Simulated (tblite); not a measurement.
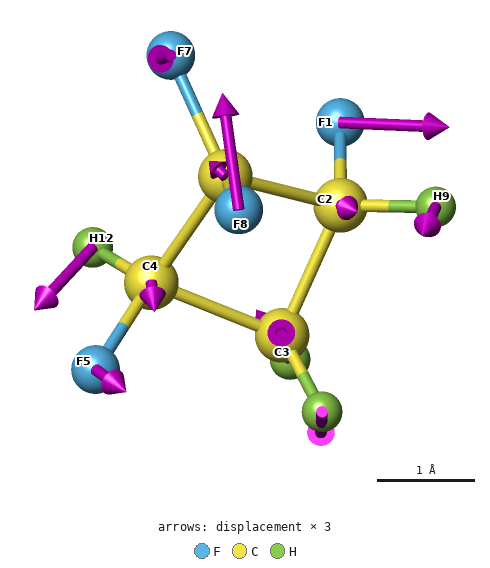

A relaxation of C4H4F4. The starting structure is drawn; purple arrows show the displacements, magnified 3 times. The two geometries are superimposed by the best rigid fit.

The picture is a ball-and-stick view, seen at a tilt.

These are results of tblite, GFN2-xTB geometry optimisation, gas phase, not measurements. 

Question: What happened in the run?

Answer: Over 44 geometry steps the energy falls by 0.563 eV. An F atom moves most after the best rigid fit: 0.42 Å. By element the largest moves are F 0.42 Å, H 0.37 Å, C 0.14 Å. Among the contacts that change: C–F 1.396 → 1.347 Å, C–C 1.493 → 1.539 Å, C–C 1.506 → 1.550 Å, C–H 1.125 → 1.093 Å. Among the angles between lasting bonds that change: F–C–H 118.0° → 107.9°, F–C–F 113.7° → 106.7°, C–C–F 108.5° → 115.4°. The run took 0.34 s on 1 thread of Arm Neoverse N1, on a shared host.
